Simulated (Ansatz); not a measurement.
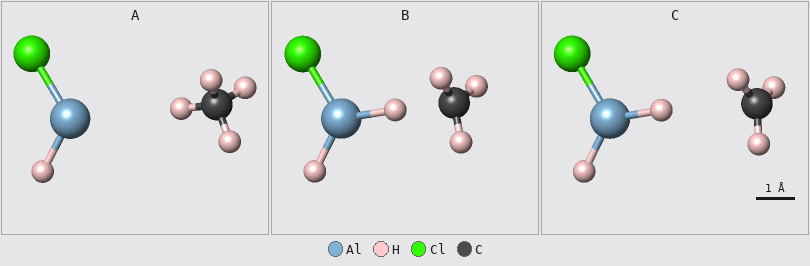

3 geometries from a converged minimum-energy path of CH₅AlCl (multiplicity 2), made up at the start of AlH$_{2}$Cl and CH3, shuffled. A ball-and-stick model, seen at a tilt.

The calculation used UKS PBE0-D4/6-31G* (Ansatz 0.2.0). Set-up: 5 movable images; climbing image; force threshold 0.05 eV/Å; iteration limit 60; starting path through a guess of the saddle point.

One of them is the converged climbing image. Which?

B. In order along the path, whose images run from 0 to 6: C (image 0, 0.00 eV), B (image 2, +0.12 eV), A (image 6, −1.25 eV). A hydrogen atom shifts from one atom to another. Breaking: Al–H (1.58 → 3.41 Å). Forming: C–H (2.93 → 1.09 Å).

Limits of the set-up: the start holds two separate molecules, 2.9 Å apart at their closest, whose relative position is a soft coordinate.

The run took 3.7 min on 1 thread of Arm Neoverse V1 (shared host), peak memory 0.16 GiB.
